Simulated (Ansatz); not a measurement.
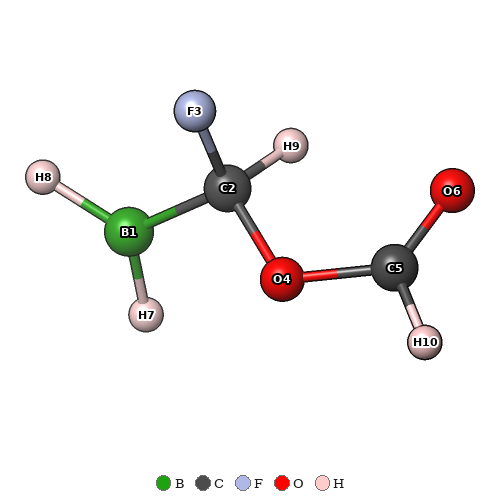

The system is C2H4BFO2, SMILES BC(F)OC=O; the picture shows the reference structure. 
- First axis: bond length B1–C2. Second axis: bond length C2–H9.
- Nothing is relaxed (all other coordinates rigid).
- The grid has 9 × 9 points.
- Points are written as (first, second).
- Energies are in kcal/mol, from the relaxed molecule at the same level.
- The calculation used RKS PBE0-D4/def2-SVP (Ansatz 0.2.0).

Its coordinates:

```xyz
10

B     0.2777   -1.7660    0.2513
C    -0.0320   -0.2477    0.5066
F     0.3100    0.2033    1.7479
O     0.5991    0.5786   -0.4479
C    -0.0532    1.6995   -0.8071
O    -1.1462    2.0116   -0.4466
H     0.2423   -2.1737   -0.8815
H     0.4350   -2.5108    1.1839
H    -1.1339   -0.1224    0.4036
H     0.5841    2.2764   -1.5072
```

Range: bond length B1–C2 from 1.351 to 2.199 Å; bond length C2–H9 from 0.980 to 1.392 Å.

**What landscape does the calculation give?**

The lowest grid point is at (1.563 Å, 1.135 Å), 0.17 kcal/mol from the relaxed molecule at the same level. No other kind of well shows on this grid. The highest grid point, (2.199 Å, 1.392 Å), lies 65.3 kcal/mol above the lowest. Round the minimum the two coordinates are nearly uncoupled.

```tsv
bond length C2–H9 ↓, bond length B1–C2 →	1.351	1.457	1.563	1.669	1.775	1.881	1.987	2.093	2.199
1.392	35.5	20.4	16.5	19.5	26.4	35.4	45.3	55.4	65.5
1.341	31.2	15.9	12.0	14.9	21.7	30.5	40.4	50.5	60.5
1.289	27.2	11.8	7.8	10.6	17.2	26.0	35.8	45.8	55.7
1.238	23.9	8.5	4.3	6.9	13.5	22.2	31.9	41.8	51.7
1.186	21.5	5.9	1.6	4.1	10.6	19.2	28.7	38.6	48.5
1.135	20.3	4.6	0.2	2.6	8.9	17.4	26.9	36.7	46.5
1.083	20.7	4.9	0.4	2.7	8.9	17.3	26.7	36.4	46.2
1.032	23.4	7.5	2.8	5.0	11.1	19.4	28.8	38.4	48.1
0.980	29.2	13.1	8.4	10.4	16.4	24.7	33.9	43.6	53.2
```

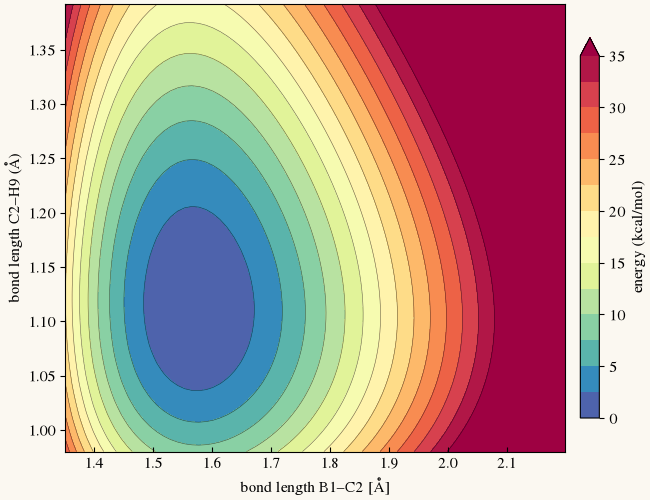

The picture shows filled contours, one colour for all values above the top of the scale. Between grid points the surface is interpolated.

Each point was launched as `ansatz run input.yaml --threads 1 --pin off --max-ram 2560MiB --backend cpu --events-out ev --progress --plain --runs-dir out`. The whole map (81 points run) took 8.1 min on 1 thread of Arm Neoverse V2, on a shared host.
